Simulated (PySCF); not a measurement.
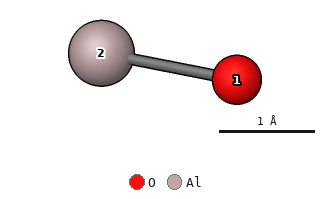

Figure 1. The structure as given in the input (ball-and-stick view, seen at a tilt; atoms are numbered from 1 in the order of the input). Sticks mark near contacts.

# Run report: AlO (charge +1), single-point calculation

The run: single-point calculation of AlO (oxoaluminum), charge +1. Method and program: TPSS/def2-TZVPPD, RKS (PySCF 2.14.0).

The geometry is that of the parent species in another charge or spin state. The geometry comes from this level: PBE0-D4/def2-TZVP.

## Log
```
converged SCF energy = -317.309348913788
E = -317.3093489138 Eh
```

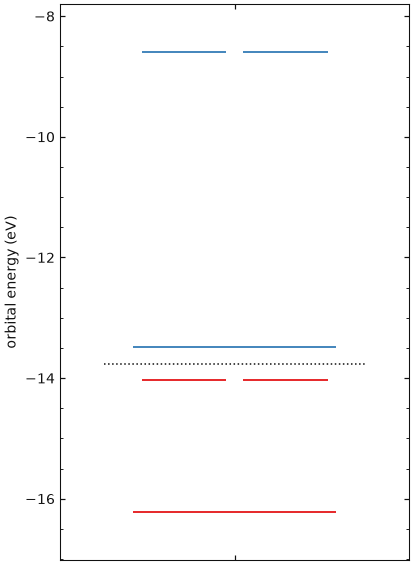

Figure 2. Orbital energies near the frontier; the dotted line parts filled from empty levels, and levels within 0.02 eV of each other stand side by side. Highest filled −14.04 eV, lowest empty −13.48 eV, 0.56 eV apart.

The run was set up as follows.

## Input (calc.py)
```python
from pyscf import gto, dft

mol = gto.Mole()
mol.atom = '''
O        0.000000       0.000000      -0.024920
Al       0.000000       0.000000       1.594970
'''
mol.max_memory = 1860
mol.verbose = 3
mol.basis = 'def2-tzvppd'
mol.charge = 1
mol.build()

ks = dft.RKS(mol)
ks.xc = 'tpss'
ks.grids.level = 5
ks.conv_tol = 1e-10
ks.kernel()
if not ks.converged:
    ks = ks.newton().run(ks.mo_coeff, ks.mo_occ)

etot = ks.e_tot
print('E = %.10f Eh' % etot)
```

Run as:
```bash
OMP_NUM_THREADS=1 python calc.py
```

## Results in brief

- outcome: converged
- total energy: −317.309349 hartree
- basis functions: 88
- HOMO: −14.04 eV
- LUMO: −13.48 eV
- hardware: 1 thread of Arm Neoverse V2, 24 GiB of memory available, shared host
- wall time: 12 s
- peak memory: 0.45 GiB

The record of the run, not the program, notes: dipole of an ion depends on the origin.
